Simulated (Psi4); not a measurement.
# B3LYP/def2-SVP (core potential) run of WH2O4 (tungstic acid)

What is the energy change on altering one bond length of WH2O4 (tungstic acid) at B3LYP/def2-SVP (core potential)? 

Program for the calculation: Psi4 1.11.

### Step 1. The system as given

WH2O4 has 7 atoms, charge 0, and is taken as a singlet. SMILES: `[O]=[W](=[O])([OH])[OH]`. The shape is that of a PBE0-D4/def2-TZVP optimisation. This is one conformer, not always the lowest.

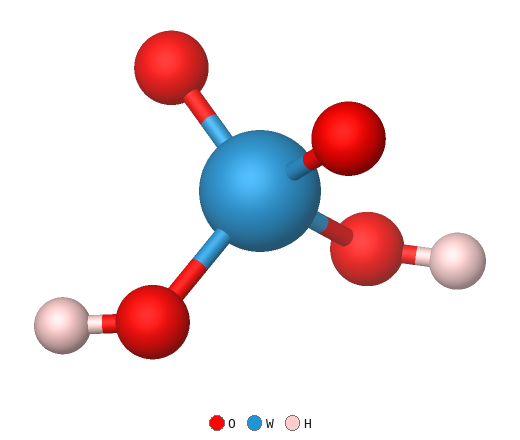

Viewed from a chosen angle; oxygen red, tungsten blue, hydrogen pink.

### Step 2. Energy and forces at B3LYP/def2-SVP (core potential)

Input file input.inp:

```
memory 2.2 GB

molecule molecule1 {
  0 1
  O     -1.405490     1.320440     0.101460
  W     -0.074460     0.262990     0.223380
  O      0.838560     0.682730     1.599940
  O     -0.678990    -1.507810     0.417510
  O      0.980910     0.441080    -1.323670
  H     -1.588940    -1.793310     0.309900
  H      1.928400     0.593870    -1.328530
  symmetry c1
  no_reorient
  no_com
}

set basis def2-SVP
set puream true
set e_convergence 1e-09
set d_convergence 1e-08
set scf_type pk
set dft_radial_points 99
set dft_spherical_points 590

E, wfn = gradient('b3lyp', return_wfn=True)
```

Command:

```bash
$ psi4 -i input.inp -o input.out -n 1
```

input.out:

```text
[...]
    !!!  WARNING: ECP capability is in beta. Please check occupations closely.  !!!
[...]
  Running in c1 symmetry.
[...]
  Nuclear repulsion =  223.985924966119768
[...]
  Multiplicity = 1
[...]
  Nalpha       = 24
  Nbeta        = 24
[...]
    Number of basis functions: 98
[...]
   @RKS iter   1:  -368.01374888573741   -2.71606e-01   1.71376e-02 ADIIS/DIIS
[...]
   @RKS iter  14:  -369.16589259226845   -5.34328e-12   3.28562e-09 DIIS
[...]
    Orbital Energies [Eh]
    ---------------------
    Doubly Occupied:
       1A    -19.181258     2A    -19.181192     3A    -19.149591
       4A    -19.149526     5A     -3.075764     6A     -1.734115
       7A     -1.729072     8A     -1.723652     9A     -1.012337
      10A     -1.003479    11A     -0.916029    12A     -0.900951
      13A     -0.555259    14A     -0.555017    15A     -0.437922
      16A     -0.434527    17A     -0.432885    18A     -0.414539
      19A     -0.384424    20A     -0.365773    21A     -0.361087
      22A     -0.343522    23A     -0.339057    24A     -0.314447
[...]
  @RKS Final Energy:  -369.16589259226845
   => Energetics <=
    Nuclear Repulsion Energy =            223.9859249661197680
    One-Electron Energy =                -974.1196324752220335
    Two-Electron Energy =                 415.5995188894278840
    DFT Exchange-Correlation Energy =     -34.6317039725941100
    Empirical Dispersion Energy =           0.0000000000000000
    VV10 Nonlocal Energy =                  0.0000000000000000
    Total Energy =                       -369.1658925922684489
[...]
 Multipole Moments:
 ------------------------------------------------------------------------------------
     Multipole            Electronic (a.u.)      Nuclear  (a.u.)        Total (a.u.)
 ------------------------------------------------------------------------------------
 L = 1.  Multiply by 2.5417464519 to convert [e a0] to [Debye]
 Dipole X            :          5.5839092           -5.3348102            0.2490989
 Dipole Y            :        -19.7285209           18.8480150           -0.8805059
 Dipole Z            :        -16.7547701           16.0071330           -0.7476371
 Magnitude           :                                                    1.1816522
[...]
  -Total Gradient:
     Atom            X                  Y                   Z
    ------   -----------------  -----------------  -----------------
       1        0.011961910984    -0.009611875375     0.000312887175
       2       -0.001765884133     0.006210103553     0.005289814107
       3       -0.007958913871    -0.004517882630    -0.012323701109
       4       -0.001899031737     0.005434932741    -0.001658545931
       5        0.000465894846    -0.000364970080     0.005961042892
       6        0.006931035189     0.004216685894     0.000360771676
       7       -0.007733071071    -0.001372470026     0.002053100815
[...]
```

It took 17 s on 1 thread of Intel Xeon 6975P-C (Granite Rapids), shared host; peak memory 1.2 GiB.

### Step 3. The distorted shape, same level

Input file calc.py:

```python
import psi4

psi4.set_memory(2200000000)
psi4.set_num_threads(1)
psi4.set_output_file('output.dat', False)

molecule = psi4.geometry("""
0 1
O     -1.862011     1.110565    -0.586837
W     -0.530981     0.053115    -0.464917
O      0.838560     0.682730     1.599940
O     -1.135511    -1.717685    -0.270787
O      0.524389     0.231205    -2.011967
H     -2.045461    -2.003185    -0.378397
H      1.471879     0.383995    -2.016827
units angstrom
symmetry c1
no_reorient
no_com
""")

options = {'basis': 'def2-SVP', 'reference': 'rks', 'puream': True, 'e_convergence': 1e-09, 'd_convergence': 1e-08, 'scf_type': 'pk', 'dft_radial_points': 99, 'dft_spherical_points': 590}
psi4.set_options(options)

result, w = psi4.gradient('b3lyp', return_wfn=True)
psi4.oeprop(w, 'MULLIKEN_CHARGES', 'WIBERG_LOWDIN_INDICES', 'DIPOLE')
print('gradient / Eh bohr^-1')
print(result.np.round(6))
print(f'energy = {w.energy():.10f} Eh')
```

Command:

```bash
$ python calc.py
```

output.dat, cut to the lines that bear on the results:

```text
[...]
  Running in c1 symmetry.
[...]
  Nuclear repulsion =  204.921491020920143
[...]
  Multiplicity = 1
[...]
  Nalpha       = 24
  Nbeta        = 24
[...]
    Number of basis functions: 98
[...]
   @RKS iter   1:  -367.20249675177746    2.60861e-01   1.87730e-02 ADIIS/DIIS
[...]
   @RKS iter  20:  -368.95609507165261   -3.41061e-12   9.24499e-09 DIIS
[...]
  @RKS Final Energy:  -368.95609507165261
   => Energetics <=
    Nuclear Repulsion Energy =            204.9214910209201435
    One-Electron Energy =                -935.4723176667224607
    Two-Electron Energy =                 396.0088130878172024
    DFT Exchange-Correlation Energy =     -34.4140815136675045
    Empirical Dispersion Energy =           0.0000000000000000
    VV10 Nonlocal Energy =                  0.0000000000000000
    Total Energy =                       -368.9560950716526122
[...]
  -Total Gradient:
     Atom            X                  Y                   Z
    ------   -----------------  -----------------  -----------------
       1       -0.012368534312     0.009458883604    -0.000499833853
       2       -0.054621132121    -0.032142789526    -0.097168306865
       3        0.067225753103     0.031526288823     0.104085391506
       4       -0.010982728932    -0.012951092749     0.000211238110
       5        0.014098696605     0.000905095027    -0.007745718210
       6        0.009361765841     0.005139285868     0.000099322387
       7       -0.012697821838    -0.001898852630     0.001065554304
[...]
 Multipole Moments:
 ------------------------------------------------------------------------------------
     Multipole            Electronic (a.u.)      Nuclear  (a.u.)        Total (a.u.)
 ------------------------------------------------------------------------------------
 L = 1.  Multiply by 2.5417464519 to convert [e a0] to [Debye]
 Dipole X            :         39.3548819          -39.8427967           -0.4879147
 Dipole Y            :         -4.1366195            2.9837642           -1.1528553
 Dipole Z            :         34.3542385          -36.0205799           -1.6663415
 Magnitude           :                                                    2.0841857
[...]
  Mulliken Charges: (a.u.)
   Center  Symbol    Alpha    Beta     Spin     Total
       1     O     4.13991  4.13991  0.00000 -0.27983
       2     W     6.49962  6.49962  0.00000  1.00077
       3     O     4.21794  4.21794  0.00000 -0.43588
[...]
```

Standard output:

```text
gradient / Eh bohr^-1
[[-1.23690e-02  9.45900e-03 -5.00000e-04]
 [-5.46210e-02 -3.21430e-02 -9.71680e-02]
 [ 6.72260e-02  3.15260e-02  1.04085e-01]
 [-1.09830e-02 -1.29510e-02  2.11000e-04]
 [ 1.40990e-02  9.05000e-04 -7.74600e-03]
 [ 9.36200e-03  5.13900e-03  9.90000e-05]
 [-1.26980e-02 -1.89900e-03  1.06600e-03]]
energy = -368.9560950717 Eh
```

Wall time 19 s (1 thread of Intel Xeon 6975P-C (Granite Rapids), shared host); peak memory 1.2 GiB.

### Step 4. What came out

Level: B3LYP/def2-SVP (core potential).

| quantity | value |
| --- | --- |
| first shape: total energy | -369.16589 Eh |
| first shape: dipole moment | 3.00 D |
| first shape: HOMO energy | -8.56 eV |
| first shape: LUMO energy | -1.67 eV |
| first shape: HOMO–LUMO gap | 6.89 eV |
| first shape: largest force on an atom | 0.789 eV/Å |
| distorted shape: total energy | -368.95610 Eh |
| distorted shape: dipole moment | 5.30 D |
| distorted shape: HOMO energy | -6.34 eV |
| distorted shape: LUMO energy | -3.70 eV |
| distorted shape: HOMO–LUMO gap | 2.64 eV |
| distorted shape: largest force on an atom | 6.575 eV/Å |
| energy change with the W2–O3 bond stretched from 1.704 to 2.556 Å | 5.709 eV |

What this shows: With the W2–O3 bond stretched from 1.704 to 2.556 Å the energy rises by 5.71 eV (132 kcal/mol). The first shape isn't relaxed at this level, so the change isn't measured from a minimum. A restricted reference can't describe the breaking bond well at this length. The largest force (first shape) is 0.79 eV/Å: the shape isn't a stationary point for this species at this level.
